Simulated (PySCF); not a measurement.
**GeCl2 (SMILES [Cl][Ge][Cl]) at FCI/STO-3G**

Aim: the vertical ionisation energy of GeCl2 at FCI/STO-3G, from 2 runs. Input form: a Python script.

Program for the calculation: PySCF 2.14.0.

4 further runs of the same task are left out: 4 set aside as unsound or not needed.

## (1) The system as given

GeCl2 has 3 atoms, charge 0, and is taken as a singlet. As SMILES, `[Cl][Ge][Cl]`. The shape comes from GFN2-xTB, which is rough for such elements, and wasn't checked as a minimum.

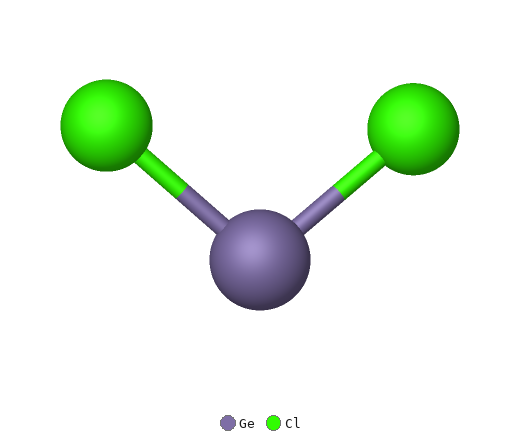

Viewed from a chosen angle; germanium purple, chlorine green.

## (2) A single-point energy at FCI/STO-3G

File mol.xyz:

```xyz
3
Cl2Ge
Ge     0.004890    -0.007110    -0.931180
Cl     1.647840    -0.018820     0.474730
Cl    -1.652730     0.025930     0.456450
```

File run.py:

```python
# GeCl2
from pyscf import gto, mcscf
from pyscf import fci

mol = gto.M(
    atom='mol.xyz',
    max_memory=1860,
    basis='sto-3g',
    verbose=4,
    spin=0,
)

mf = mol.RHF()
mf.conv_tol = 1e-10
mf.kernel()
if not mf.converged:
    mf = mf.newton().run(mf.mo_coeff, mf.mo_occ)

cas = mcscf.CASCI(mf, mf.mo_coeff.shape[-1] - 19, (mol.nelec[0] - 19, mol.nelec[1] - 19))  # full CI above the frozen core
cas.fcisolver = fci.direct_spin0.FCI(mol)  # even spin states alone
cas.kernel()
print('<S^2> = %.4f' % cas.fcisolver.spin_square(cas.ci, cas.ncas, cas.nelecas)[0])
e_final = cas.e_tot
print('E = %.10f Eh' % e_final)
```

Launch:

```bash
$ OMP_NUM_THREADS=1 python run.py
```

Standard output:

```text
PySCF version 2.14.0

[INPUT] num. atoms = 3
[INPUT] num. electrons = 66
[INPUT] charge = 0
[INPUT] spin (= nelec alpha-beta = 2S) = 0
[INPUT] symmetry False subgroup None
[INPUT] Mole.unit = angstrom
[INPUT] Symbol           X                Y                Z      unit          X                Y                Z       unit  Magmom
[INPUT]  1 Ge     0.004890000000  -0.007110000000  -0.931180000000 AA    0.009240760749  -0.013435952746  -1.759675172672 Bohr   0.0
[INPUT]  2 Cl     1.647840000000  -0.018820000000   0.474730000000 AA    3.113966297103  -0.035564645664   0.897109683115 Bohr   0.0
[INPUT]  3 Cl    -1.652730000000   0.025930000000   0.456450000000 AA   -3.123207057852   0.049000598410   0.862565489558 Bohr   0.0

nuclear repulsion = 312.606018081434
number of shells = 18
number of NR pGTOs = 108
number of NR cGTOs = 36
basis = sto-3g
ecp = {}

******** <class 'pyscf.scf.hf.RHF'> ********
method = RHF
initial guess = minao
damping factor = 0
level_shift factor = 0
DIIS = <class 'pyscf.scf.diis.CDIIS'>
diis_start_cycle = 1
diis_space = 8
diis_damp = 0
SCF conv_tol = 1e-10
SCF conv_tol_grad = None
SCF max_cycles = 50
direct_scf = True
direct_scf_tol = 1e-13
Set gradient conv threshold to 1e-05
Initial guess from minao.
init E= -2957.62693433405
  HOMO = -0.509910294398007  LUMO = -0.257582527027261  gap/eV = 6.86619
cycle= 1 E= -2960.98674134163  delta_E= -3.36  |g|= 0.24  |ddm|=  2.2
  HOMO = -0.307596443466847  LUMO = 0.0894993874599435  gap/eV = 10.80553
cycle= 2 E= -2961.00209973591  delta_E= -0.0154  |g|= 0.0369  |ddm|= 0.401
  HOMO = -0.301315603690436  LUMO = 0.106956444530588  gap/eV = 11.10965
cycle= 3 E= -2961.0031156422  delta_E= -0.00102  |g|= 0.012  |ddm|= 0.104
  HOMO = -0.303950131953948  LUMO = 0.103377524398869  gap/eV = 11.08395
cycle= 4 E= -2961.00326162241  delta_E= -0.000146  |g|= 0.0038  |ddm|= 0.0445
  HOMO = -0.303387651412917  LUMO = 0.104662644928308  gap/eV = 11.10361
cycle= 5 E= -2961.00327909162  delta_E= -1.75e-05  |g|= 0.000501  |ddm|= 0.0187
  HOMO = -0.303397701469518  LUMO = 0.104632329832554  gap/eV = 11.10306
cycle= 6 E= -2961.00327940358  delta_E= -3.12e-07  |g|= 8.41e-05  |ddm|= 0.00205
  HOMO = -0.303388648172256  LUMO = 0.104644455573517  gap/eV = 11.10315
cycle= 7 E= -2961.00327941312  delta_E= -9.54e-09  |g|= 1.86e-05  |ddm|= 0.000368
  HOMO = -0.303387363059416  LUMO = 0.104644437428237  gap/eV = 11.10311
cycle= 8 E= -2961.00327941354  delta_E= -4.21e-10  |g|= 5.12e-06  |ddm|= 7.34e-05
  HOMO = -0.303387560627277  LUMO = 0.104644599773939  gap/eV = 11.10312
cycle= 9 E= -2961.00327941357  delta_E= -2.91e-11  |g|= 9.57e-07  |ddm|= 2.08e-05
  HOMO = -0.303387532002626  LUMO = 0.104644579247874  gap/eV = 11.10312
Extra cycle  E= -2961.00327941357  delta_E= -3.64e-12  |g|= 4.89e-07  |ddm|= 2.33e-06
converged SCF energy = -2961.00327941357

******** <class 'pyscf.mcscf.casci.CASCI'> ********
CAS (14e+14e, 17o), ncore = 19, nvir = 0
natorb = False
canonicalization = True
sorting_mo_energy = False
******** <class 'pyscf.fci.direct_spin0.FCISolver'> ********
max. cycles = 100
conv_tol = 1e-10
davidson only = False
linear dependence = 1e-14
level shift = 0.001
max iter space = 12
nroots = 1
pspace_size = 400
spin = None
Density matrix diagonal elements [1.9981744  1.99851737 1.99990369 1.99965831 1.99989362 1.99989073
 1.99954147 1.98026749 1.9836557  1.99446085 1.984983   1.99221617
 1.99479656 1.9486029  0.06029354 0.03540408 0.02974012]
CASCI converged
CASCI E = -2961.05524088586  E(CI) = -175.953455255987  S^2 = 0.0000000
<S^2> = 0.0000
E = -2961.0552408859 Eh
```

It took 19 s on 1 thread of Arm Neoverse V1, shared host; peak memory 0.22 GiB.

## (3) The doublet cation

File calc.py:

```python
from pyscf import gto, mcscf

system = gto.M(
    atom='''
Ge     0.009241    -0.013436    -1.759675
Cl     3.113966    -0.035565     0.897110
Cl    -3.123207     0.049001     0.862565
''',
    spin=1,
    max_memory=1860,
    charge=1,
    basis='sto-3g',
    verbose=3,
    unit='bohr',
)

calc0 = system.ROHF()
calc0.conv_tol = 1e-10
calc0.kernel()
if not calc0.converged:
    calc0 = calc0.newton().run(calc0.mo_coeff, calc0.mo_occ)

cas = mcscf.CASCI(calc0, calc0.mo_coeff.shape[-1] - 19, (system.nelec[0] - 19, system.nelec[1] - 19))  # full CI above the frozen core
cas.fix_spin_(ss=0.75)
cas.kernel()
e_final = cas.e_tot
print('E(%s) = %.9f' % ('FCI', e_final))
```

Launch:

```bash
$ OMP_NUM_THREADS=1 python calc.py
```

Standard output:

```text
converged SCF energy = -2960.71019674201
CASCI E = -2960.77872869544  E(CI) = -175.665893021893  S^2 = 0.7500000
E(FCI) = -2960.778728695
```

It took 2.5 min on 1 thread of Arm Neoverse V1, shared host; peak memory 0.47 GiB.

## (4) Summary of results

Level: FCI/STO-3G, 19 core orbitals frozen.

```
                                                    quantity           value
                                 singlet GeCl2: total energy  -2961.05524 Eh
         singlet GeCl2: dipole moment (Hartree–Fock density)          2.90 D
          singlet GeCl2: HOMO energy (Hartree–Fock orbitals)        -8.26 eV
          singlet GeCl2: LUMO energy (Hartree–Fock orbitals)         2.85 eV
        singlet GeCl2: HOMO–LUMO gap (Hartree–Fock orbitals)        11.10 eV
 singlet GeCl2: correlation energy (19 core orbitals frozen)       -52.0 mEh
                                doublet cation: total energy  -2960.77873 Eh
doublet cation: correlation energy (19 core orbitals frozen)       -68.5 mEh
          vertical ionisation energy (to the doublet cation)        7.524 eV
```

**Reading.** Removing an electron at fixed nuclei costs 7.52 eV (726 kJ/mol). In a minimal basis such a difference can be off by several eV, whatever the method. Mulliken charges (singlet GeCl2) of the mean-field density run from -0.38 on Cl2 to +0.77 on Ge1; they depend strongly on the basis. Mulliken charges (doublet cation) of the mean-field density run from -0.10 on Cl3 to +1.20 on Ge1.
